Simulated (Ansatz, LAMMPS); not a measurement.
**Convergence of a linear-scaling basis for glassy nearly rigid 77ZrO2-23SiO2 (mol %) at 1800 K (90 atoms)**

Aim: test how closely localised support functions follow the reference on glassy nearly rigid 77ZrO2-23SiO2 (mol %) at 1800 K (90 atoms), and at what cost. A setting counts as converged where the r.m.s. difference of forces stays under 1 % of the r.m.s. force.

Method: Kohn-Sham DFT, PBE, PAW (set soft_2), plane waves, in Ansatz 0.2.0.

## (1) Set-up

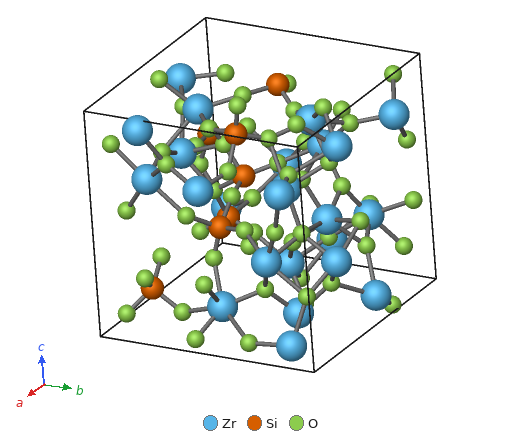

The cell as given, slightly off an axis (zirconium blue, silicon orange, oxygen green). Some periodic images of atoms are drawn too.

The cell holds 90 atoms: 23 Zr, 7 Si and 60 O. Cell: a = 10.716 Å, b = 10.716 Å, c = 10.716 Å, α = 90.0°, β = 90.0°, γ = 90.0°. 90 atoms (23 Zr, 7 Si, 60 O) placed at random at 4.39 g/cm³, melted at 4000 K for 10 ps at fixed volume with the Morse and Coulomb pair potential with partial charges (Pedone, Malavasi, Menziani, Cormack and Segre, J. Phys. Chem. B 110, 11780 (2006)). Snapshot at the end of a hold of 10 ps at 1800 K and fixed volume.

Limits known from the start: The network of bonds at the start is that of the classical potential that made the cell, and needn't be the one that DFT or experiment would give. Only the Γ point is sampled, in a cell whose shortest periodic width is 11 Å.

## (2) The classical run that made the cell

A classical potential makes the cell, at a small fraction of what the same run would cost in DFT.

This step: classical MD, Morse and Coulomb pair potential with partial charges (Pedone, Malavasi, Menziani, Cormack and Segre, J. Phys. Chem. B 110, 11780 (2006)) (LAMMPS 22 Jul 2025 - Update 4).

File in.lmp:

```
# melt-quench of Zr23Si7O60
units metal
atom_style charge
boundary p p p
region box block 0 10.7160 0 10.7160 0 10.7160
create_box 3 box
mass 1 91.2240   # Zr
mass 2 28.0850   # Si
mass 3 15.9990   # O
create_atoms 1 random 23 72177 NULL overlap 1.5 maxtry 2000
create_atoms 2 random 7 72184 NULL overlap 1.5 maxtry 2000
create_atoms 3 random 60 72191 NULL overlap 1.5 maxtry 2000
pair_style hybrid/overlay pedone 5.5 coul/long 8.0
pair_coeff * * coul/long
pair_coeff 1 3 pedone 0.206237 2.479675 2.436997 1   # Zr-O
pair_coeff 2 3 pedone 0.340554 2.006700 2.100000 1   # Si-O
pair_coeff 3 3 pedone 0.042395 1.379316 3.618701 22   # O-O
set type 1 charge 2.4
set type 2 charge 2.4
set type 3 charge -1.2
kspace_style pppm 1.0e-4
neigh_modify delay 0 every 1 check yes
thermo_style custom step time temp pe press density
thermo_modify norm yes
timestep 0.002
thermo 100
min_style cg
minimize 1e-4 1e-4 200 2000
reset_timestep 0
velocity all create 4000 72178 mom yes dist gaussian
fix lim all nve/limit 0.05
fix lan all langevin 4000 4000 0.2 72179 zero yes
thermo 500
run 1000 post no
# [... 22 lines left out ...]
thermo 1666
fix md all npt temp 300 300 0.2 iso 0 0 2
run 5000 post no
unfix md
thermo 100
min_style cg
minimize 0 1e-3 2000 20000
write_dump all custom glass.dump id type xs ys zs modify sort id
```

Launch:

```bash
$ lmp -in in.lmp -log none -nocite
```

Numbers of over 12 decimals in the logs are rounded to 6 here.

The log of the run:

```text
LAMMPS (22 Jul 2025 - Update 4)
Created orthogonal box = (0 0 0) to (10.716 10.716 10.716)
Created 23 atoms
Created 7 atoms
Created 60 atoms
PPPM initialization ...
  G vector (1/distance) = 0.38399468
  grid = 12 12 12
  estimated relative force accuracy = 6.2094894e-05
   Step          Time           Temp          PotEng         Press         Density
         0   0              0             -2.9406012      1175174        4.3919782
        76   0.152          0             -15.5686        52428.478      4.3919782
Loop time of 0.0889645 s on 1 core for 76 steps with 90 atoms
Minimization stats:
  Stopping criterion = energy tolerance
[... 53 lines left out ...]
     34986   69.972         293.56122     -15.760892      6264.2996      4.5572716
     36000   72             276.40096     -15.766703      6586.6737      4.6013838
Loop time of 4.94856 s on 1 core for 5000 steps with 90 atoms
   Step          Time           Temp          PotEng         Press         Density
     36000   72             276.40096     -15.7667        6588.6184      4.6013838
     36013   72.026         276.40096     -15.80171       3810.8382      4.6013838
Loop time of 0.0493143 s on 1 core for 13 steps with 90 atoms
Minimization stats:
  Stopping criterion = linesearch alpha is zero
  Energy initial, next-to-last, final =
     -15.7666997378997  -15.8017099567572  -15.8017099567572
  Force two-norm initial, final = 13.340017 0.73531908
  Iterations, force evaluations = 13 61
```

Run time: 28 s. Hardware: 1 thread of Intel Xeon at 2.80GHz (Skylake/Cascade Lake), shared host; peak memory 0.32 GiB.

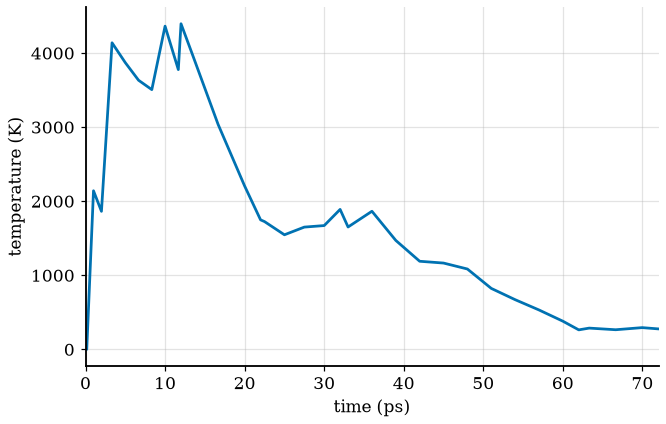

Temperature against time.

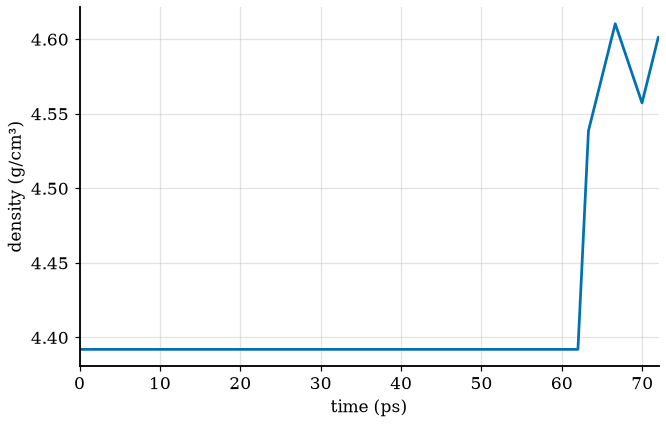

Density against time.

## (3) Plane-wave single point

The first run fixes the reference, at a cutoff of 420 eV.

File input.yaml:

```yaml
crystal:
  lattice:
    - [10.716, 0.0, 0.0]
    - [0.0, 10.716, 0.0]
    - [0.0, 0.0, 10.716]
  atoms:
    - { symbol: Zr, position: [0.1858, 0.81796, 0.3322] }
    - { symbol: Zr, position: [0.01229, 0.33872, 0.40934] }
    - { symbol: Zr, position: [0.25432, 0.6642, 0.64631] }
    - { symbol: Zr, position: [0.45949, 0.78465, 0.41998] }
    - { symbol: Zr, position: [0.12554, 0.10786, 0.22727] }
    - { symbol: Zr, position: [0.67132, 0.73114, 0.63706] }
    - { symbol: Zr, position: [0.45071, 0.73578, 0.85067] }
    - { symbol: Zr, position: [0.98048, 0.50038, 0.71602] }
    - { symbol: Zr, position: [0.96044, 0.87235, 0.75138] }
    - { symbol: Zr, position: [0.94662, 0.86967, 0.07435] }
    - { symbol: Zr, position: [0.66738, 0.98437, 0.86242] }
    - { symbol: Zr, position: [0.39845, 0.55251, 0.16414] }
    - { symbol: Zr, position: [0.45394, 0.98678, 0.11326] }
    - { symbol: Zr, position: [0.46058, 0.11748, 0.60805] }
    - { symbol: Zr, position: [0.84464, 0.17989, 0.66159] }
    - { symbol: Zr, position: [0.22602, 0.99638, 0.82261] }
    - { symbol: Zr, position: [0.86972, 0.73258, 0.3926] }
    - { symbol: Zr, position: [0.51466, 0.24516, 0.84664] }
    - { symbol: Zr, position: [0.08019, 0.56914, 0.13907] }
    - { symbol: Zr, position: [0.66261, 0.74061, 0.08243] }
    - { symbol: Zr, position: [0.99356, 0.24351, 0.95015] }
    - { symbol: Zr, position: [0.82023, 0.47927, 0.13452] }
    - { symbol: Zr, position: [0.71886, 0.9732, 0.37032] }
    - { symbol: Si, position: [0.43335, 0.38833, 0.53891] }
    - { symbol: Si, position: [0.2622, 0.47796, 0.88794] }
    - { symbol: Si, position: [0.13883, 0.05897, 0.55242] }
    - { symbol: Si, position: [0.69715, 0.52693, 0.85695] }
    - { symbol: Si, position: [0.70737, 0.42637, 0.43146] }
    - { symbol: Si, position: [0.36315, 0.25898, 0.30652] }
    - { symbol: Si, position: [0.84052, 0.16551, 0.17542] }
    - { symbol: O, position: [0.78242, 0.81491, 0.7563] }
    - { symbol: O, position: [0.03528, 0.17961, 0.56054] }
    - { symbol: O, position: [0.06252, 0.46494, 0.54869] }
    - { symbol: O, position: [0.8177, 0.28614, 0.0789] }
    - { symbol: O, position: [0.6483, 0.14086, 0.69626] }
    - { symbol: O, position: [0.91426, 0.31923, 0.77919] }
    - { symbol: O, position: [0.3551, 0.89837, 0.27926] }
    - { symbol: O, position: [0.56001, 0.86682, 0.97224] }
    - { symbol: O, position: [0.48198, 0.6927, 0.59284] }
    - { symbol: O, position: [0.96382, 0.48744, 0.29245] }
    - { symbol: O, position: [0.43958, 0.31014, 0.67] }
    - { symbol: O, position: [0.38314, 0.13347, 0.23382] }
    - { symbol: O, position: [0.68762, 0.79804, 0.45395] }
    - { symbol: O, position: [0.43452, 0.243, 0.45343] }
    - { symbol: O, position: [0.0501, 0.89852, 0.91328] }
    - { symbol: O, position: [0.95024, 0.67078, 0.05755] }
    - { symbol: O, position: [0.28593, 0.82122, 0.7808] }
    - { symbol: O, position: [0.86439, 0.90944, 0.2659] }
    - { symbol: O, position: [0.07969, 0.66058, 0.7298] }
    - { symbol: O, position: [0.54896, 0.8692, 0.72485] }
    - { symbol: O, position: [0.47726, 0.66188, 0.0347] }
    - { symbol: O, position: [0.13138, 0.44449, 0.83244] }
    - { symbol: O, position: [0.70876, 0.55167, 0.99217] }
    - { symbol: O, position: [0.91255, 0.07895, 0.07828] }
    - { symbol: O, position: [0.24364, 0.50844, 0.02617] }
    - { symbol: O, position: [0.86296, 0.03282, 0.80272] }
    - { symbol: O, position: [0.56929, 0.10552, 0.98003] }
    - { symbol: O, position: [0.60649, 0.87202, 0.21392] }
    - { symbol: O, position: [0.32932, 0.49139, 0.56994] }
    - { symbol: O, position: [0.76166, 0.5744, 0.46274] }
    - { symbol: O, position: [0.39691, 0.3903, 0.88266] }
    - { symbol: O, position: [0.81252, 0.54696, 0.74154] }
    - { symbol: O, position: [0.02976, 0.73108, 0.30156] }
    - { symbol: O, position: [0.14573, 0.21457, 0.08126] }
    - { symbol: O, position: [0.39208, 0.3928, 0.27197] }
    - { symbol: O, position: [0.11092, 0.92632, 0.17973] }
    - { symbol: O, position: [0.19084, 0.27368, 0.3229] }
    - { symbol: O, position: [0.23228, 0.64781, 0.22624] }
    - { symbol: O, position: [0.81809, 0.05658, 0.49263] }
    - { symbol: O, position: [0.49384, 0.63396, 0.30984] }
    - { symbol: O, position: [0.27346, 0.75266, 0.4856] }
    - { symbol: O, position: [0.13418, 0.00169, 0.40549] }
    - { symbol: O, position: [0.33842, 0.5935, 0.82317] }
    - { symbol: O, position: [0.82423, 0.34139, 0.51763] }
    - { symbol: O, position: [0.6968, 0.1313, 0.25067] }
    - { symbol: O, position: [0.78426, 0.87097, 0.99092] }
    - { symbol: O, position: [0.95451, 0.20346, 0.27164] }
    - { symbol: O, position: [0.75447, 0.64705, 0.21136] }
    - { symbol: O, position: [0.65802, 0.37787, 0.84186] }
    - { symbol: O, position: [0.72506, 0.39651, 0.29793] }
    - { symbol: O, position: [0.10015, 0.9717, 0.65501] }
    - { symbol: O, position: [0.90525, 0.80498, 0.55143] }
    - { symbol: O, position: [0.57183, 0.40988, 0.51002] }
    - { symbol: O, position: [0.53669, 0.9892, 0.47753] }
    - { symbol: O, position: [0.30184, 0.96828, 0.00542] }
    - { symbol: O, position: [0.98409, 0.43981, 0.05201] }
    - { symbol: O, position: [0.28109, 0.07755, 0.55894] }
    - { symbol: O, position: [0.59916, 0.6217, 0.81127] }
    - { symbol: O, position: [0.39924, 0.10625, 0.78965] }
    - { symbol: O, position: [0.12908, 0.1523, 0.83241] }
kpoints:
  mp_grid: { grid: [1, 1, 1] }
hamiltonian:
  xc: pbe
scf:
  occupations: { method: fixed }
output:
  forces: true
  stress: true
  populations: true
  dos:
    method: { smearing: { sigma: 0.08 } }
    de: 0.1
    projected: { site_lists: { O: [O], Si: [Si], Zr: [Zr] } }
  eigenvalues: true
  write_density: true
  write_potential: true
  volumetric_format: npy
```

Launch:

```bash
$ ansatz run input.yaml --threads 8 --pin off --max-ram 15872MiB --backend cpu --events-out ev --progress --plain --runs-dir out
```

The log of the run:

```text
Engine: ansatz 0.2.0, aarch64-unknown-linux-gnu
Pseudopotentials: kind: paw
Pseudopotential: Zr, paw, valence charge 12, recommended cutoff 420 eV (normal), Zr.paw.azcp
Pseudopotential: Si, paw, valence charge 4, recommended cutoff 420 eV (normal), Si.paw.azcp
Pseudopotential: O, paw, valence charge 6, recommended cutoff 420 eV (normal), O.paw.azcp
[... 5 lines on functional and potentials left out ...]
Crystal: 90 atoms, lattice volume = 1230.547 Å³
Basis set: ecut = 420 eV, 23871 PW (Γ), exchange–correlation on 144×144×144 points (8 copies of the dense FFT grid, shifted against one another)
Bands: 422, of which v1, the nominal top of the filled ones, is band 332 counted from 1 (331 counted from 0)
Symmetry: 1 space group operations
Space group: P1 (ITA 1), of the structure as read, at distance tolerance 1.1e-4 Å
k-points: 1
[... 7 lines on functional and potentials left out ...]
Initial density: superposition of atomic densities (neutral atoms: chi_scale 0, normalization atom), corrected by the library's trained network
Initial wavefunctions: pseudopotential atomic-orbital guess
Functional: x = pbe(κ = 0.804, μ = 0.219515), c = pbe(β = 0.066725)
SCF iter   1: F=—  HF=-134839.357464 eV  |F-HF|=—  |Δ(HF+E_count)|=         —  Δρ=4.38e-3  dr2=2.49e-1  ethr=1.77e-3  ⟨swp⟩=5.0  Hψ=1410  notcnv=0  defer=86
preconditioner: auto → Resta (q_TF=auto, 2.462 Å⁻¹)  ε∞=3.9  [insulator: Δε(μ)=2.601 eV  Ē_g=15.514 eV  n_scr=304 (ndim 8)  ℏωp=26.3 eV  f_vac=0.089  ε∞_Penn≈3.9]
SCF iter   2: F=—  HF=-134839.326267 eV  |F-HF|=—  |Δ(HF+E_count)|=   3.12e-2  Δρ=2.42e-3  dr2=4.62e-2  ethr=3.75e-5  ⟨swp⟩=2.0  Hψ=674  notcnv=0  defer=88
SCF iter   3: F=—  HF=-134839.326170 eV  |F-HF|=—  |Δ(HF+E_count)|=   9.73e-5  Δρ=1.11e-3  dr2=1.47e-2  ethr=6.96e-6  ⟨swp⟩=2.0  Hψ=535  notcnv=0  defer=88
SCF iter   4: F=—  HF=-134839.328200 eV  |F-HF|=—  |Δ(HF+E_count)|=   2.03e-3  Δρ=3.63e-4  dr2=1.71e-3  ethr=2.21e-6  ⟨swp⟩=2.0  Hψ=526  notcnv=0  defer=88
SCF iter   5: F=—  HF=-134839.328523 eV  |F-HF|=—  |Δ(HF+E_count)|=   3.23e-4  Δρ=2.00e-4  dr2=4.86e-4  ethr=2.58e-7  ⟨swp⟩=2.0  Hψ=530  notcnv=0  defer=88
SCF iter   6: F=—  HF=-134839.328664 eV  |F-HF|=—  |Δ(HF+E_count)|=   1.41e-4  Δρ=6.46e-5  dr2=5.42e-5  ethr=7.32e-8  ⟨swp⟩=2.0  Hψ=533  notcnv=0  defer=85
SCF iter   7: F=—  HF=-134839.331853 eV  |F-HF|=—  |Δ(HF+E_count)|=   3.19e-3  Δρ=4.34e-5  dr2=2.26e-5  ethr=8.16e-9  ⟨swp⟩=2.0  Hψ=742  notcnv=0  defer=86
SCF iter   8: F=—  HF=-134839.331858 eV  |F-HF|=—  |Δ(HF+E_count)|=   5.16e-6  Δρ=1.33e-5  dr2=2.51e-6  ethr=3.41e-9  ⟨swp⟩=2.0  Hψ=575  notcnv=0  defer=86
SCF iter   9: F=—  HF=-134839.331861 eV  |F-HF|=—  |Δ(HF+E_count)|=   2.80e-6  Δρ=8.91e-6  dr2=1.04e-6  ethr=3.78e-10  ⟨swp⟩=2.0  Hψ=534  notcnv=0  defer=86
SCF iter  10: F=—  HF=-134839.331861 eV  |F-HF|=—  |Δ(HF+E_count)|=   3.09e-7  Δρ=3.25e-6  dr2=1.51e-7  ethr=1.57e-10  ⟨swp⟩=2.0  Hψ=575  notcnv=0  defer=86
SCF iter  11: F=-134839.331861 eV  HF=-134839.331861 eV  |F-HF|=1.09e-8  |Δ(HF+E_count)|=   1.26e-7  Δρ=1.43e-6  dr2=2.96e-8  ethr=1.51e-11  ⟨swp⟩=17.0  Hψ=3372  notcnv=0
SCF 1 converged in 11 iterations: F = -134839.331861 eV  dr2 = 2.96e-8
  greatest PAW one-centre occupation: 0.995 electrons in one spin orbital (limit 2), on the Zr atom at site 22 (counted from 0), in its partial waves of l = 0
SCF converged after 11 iterations
Free energy (F): -134839.331861 eV
Harris-Foulkes:  -134839.331861 eV  (|F-HF|=1.09e-8)
Internal energy: -134839.331861 eV  (E = F + TS)
E sigma→0 (E₀):  -134839.331861 eV
Fermi energy:    7.486908 eV
--- Per-component energies (eV) ---
  E_band       = -4111.809242
  E_kinetic    = 18513.109639
  E_local      = -45957.796498  (includes V_loc(G=0)·N_el)
  E_nonlocal   = 4795.763450
  E_hartree    = 16457.791222
  E_xc         = -8561.840324
  E_vxc        = -10403.855726  (∫ρ·V_xc dr)
  E_paw        = -80992.977798  (= ΣΔE_a)
  E_vpaw       = -3974.755869  (= ΣTr[D̂ρ^β])
  E_aug_tail   = 0.148769  (compensation charges beyond the density's cutoff)
  E_ewald      = -39093.530321
  E_smearing   = -0.000000  (= −TS)
  E_closure    = -0.000000  (closes the sum)
  Σ components = -134839.331861   (vs F -134839.331861, Δ=0.00e0)
--- Forces (eV/Å), atoms counted from 1 ---
  atom   1  Zr    -0.39765519     2.13996240    -2.18922436
  atom   2  Zr    -0.00126295     1.28023043     2.02722166
  atom   3  Zr     0.26219499    -1.95730211     0.75680445
  atom   4  Zr     2.85881020     0.77372751    -0.79848188
  atom   5  Zr    -0.11978634     0.35534754    -1.15711267
  atom   6  Zr    -0.02117559    -0.49677877    -1.44577066
  atom   7  Zr     0.99160335     2.61548196     0.17459296
  atom   8  Zr     3.48011167    -2.15963388    -1.77990520
  atom   9  Zr    -1.35290311    -1.09158745    -1.80934891
  atom  10  Zr     1.79378543     0.43971418     2.41025120
  atom  11  Zr     0.25440642    -1.95543922    -1.39512290
  atom  12  Zr    -1.27350723     1.44072590     2.51735416
  atom  13  Zr    -0.58958880    -0.28684566     0.79160024
  atom  14  Zr     0.27617465    -1.65344753    -2.92962132
[...]
atom  89  O     -0.54337516    -1.51617650    -0.13240588
  atom  90  O     -1.54820205     0.09987541     1.22152819
  max |Σ_I F_I| component: 5.85e-5 eV/Å
--- Stress (GPa, compression-positive) ---
       -1.942485       2.085418       3.383628
        2.085419      -1.618433      -0.599546
        3.383628      -0.599546      -1.876169
  P = ⅓ Tr σ = -1.8124 GPa (-18.124 kbar)
--- Band table (eV) ---
  k-point 0: bands = ["-41.7411", "-41.6822", "-41.6622", "-41.5358", [... 406 levels ...], "13.2756", "13.3213", "13.3918", "13.4394", "13.4791", "13.5234", "13.6052", "13.6608", "13.6879", "13.7509", "13.8137", "13.8454"]
--- Löwdin populations: 90 sites ---
  site symbol       q [e]
     0     Zr     10.5775
     1     Zr     10.4182
     2     Zr     10.4516
[...]
89      O      6.6316
  spilling = 0.006088 (of n_electrons = 664.000000)
```

It took 12 s on 8 threads of Arm Neoverse V2, shared host; peak memory 1.8 GiB.

Numbers from this run:

```
free energy                                      : -134839.3319 eV
free energy per atom                             : -1498.2148 eV/atom
SCF cycles                                       : 11
pressure                                         : -1.812 GPa
r.m.s. force component                           : 1.891 eV/Å
longest force                                    : 10.06 eV/Å
Fermi energy                                     : 7.487 eV
gap (highest filled to lowest empty level) : 2.666 eV
spilling of the projection                       : 0.006088
```

The r.m.s. force component of 1.9 eV/Å sets the scale for the differences below.

## (4) Support functions low

With localised support functions most steps grow linearly with size, though the diagonalisation grows faster unless the density matrix is cut; this run measures error and cost at this size.

This step: Kohn-Sham DFT, PBE, PAW (set soft_2), localised support functions (low) (Ansatz 0.2.0).

input.yaml, the sections that differ from step 3:

```yaml
scf:
  occupations: { method: fixed }
  eigensolver: { kind: { support_functions: { accuracy: low } } }
  max_iter: 150
output:
  forces: true
  eigenvalues: true
# crystal, kpoints, hamiltonian: as in step 3
```

The log of the run:

```text
Warning: scf.eigensolver.kind.support_functions: disabling space-group detection — the functions' gradient is summed over unrotated k-points, so no spatial operation reduces the k-mesh or symmetrises the density; time reversal is kept, so that k and −k are solved as one point where they differ and the mesh holds both, and exact exchange and, on two spinor components, a DFT+U term hold to it where the run has them: [...]
settings of this run that can trade accuracy for cost: scf.eigensolver.kind.support_functions; scf.eigensolver.kind.support_functions.accuracy: low [...]
[...]
Crystal: 90 atoms, lattice volume = 1230.547 Å³
Basis set: ecut = 420 eV, 23871 PW (Γ), exchange–correlation on 150×150×150 points (8 copies of the dense FFT grid, shifted against one another)
Bands: 399, of which v1, the nominal top of the filled ones, is band 332 counted from 1 (331 counted from 0)
Symmetry: 1 space group operations
k-points: 1
[...]
SCF iter   1: F=—  HF=-134815.285663 eV  |F-HF|=—  |Δ(HF+E_count)|=         —  Δρ=8.11e-2  dr2=1.74e2  ethr=1.00e-1
[...]
SCF iter  14: F=—  HF=-134839.795610 eV  |F-HF|=—  |Δ(HF+E_count)|=   1.40e-3  Δρ=4.01e-5  dr2=3.62e-5  ethr=1.29e-8  κ⁻¹=2.0e-4(r=7)
SCF iter  15: F=-134839.796770 eV  HF=-134839.796773 eV  |F-HF|=3.71e-6  |Δ(HF+E_count)|=   1.16e-3  Δρ=1.98e-5  dr2=1.01e-5  ethr=5.45e-9
SCF 1 converged in 15 iterations: F = -134839.814906 eV  dr2 = 1.01e-5
[...]
SCF converged after 15 iterations
Stability not checked: this state was not tested for a lower state beside it, because the mixer in use, unlike msr1, does not test its closes by its own steps (another_mixer; see scf.mixing.algorithm and scf.lower_state_search)
Free energy (F): -134839.814906 eV
[...]
Internal energy: -134839.814906 eV  (E = F + TS)
E sigma→0 (E₀):  -134839.814906 eV
Fermi energy:    7.486859 eV
[...]
Σ components = -134839.814906   (vs F -134839.814906, Δ=0.00e0)
--- Forces (eV/Å), atoms counted from 1 ---
  atom   1  Zr    -0.39783177     2.13897852    -2.18881796
  atom   2  Zr    -0.00178123     1.28334112     2.02580037
  atom   3  Zr     0.26027629    -1.95613666     0.75445117
  atom   4  Zr     2.85791985     0.76985629    -0.79834748
[...]
atom  90  O     -1.54728081     0.09735082     1.22194506
  max |Σ_I F_I| component: 6.02e-3 eV/Å
--- Band table (eV) ---
[...]
```

Wall time 75 s (8 threads); peak memory 4.1 GiB.

The program notes that the band table was not solved further than the SCF left it and it switched symmetry off.

Keys that differ from the reference: support_functions.accuracy = "low" and scf.max_iter = 150.

Forces differ from the reference by 1.8 meV/Å r.m.s., 0.093 % of their size, well within a tolerance of 1 %; the energy by -5.4 meV/atom. It took 75 s and 15 cycles; the reference's time can't be set against it, since the two runs asked for unlike analyses.

[end of part 1 of 3]

[Logs are printed without paths, hosts, clocks, repeated set-up lines and the standing remarks that a program may print on its own settings, such as how far it seeks lower states.]

[Hosts, paths, dates, database ids (printed as entryN), source tags and the programs' standing remarks are cut or masked in the printed files.]
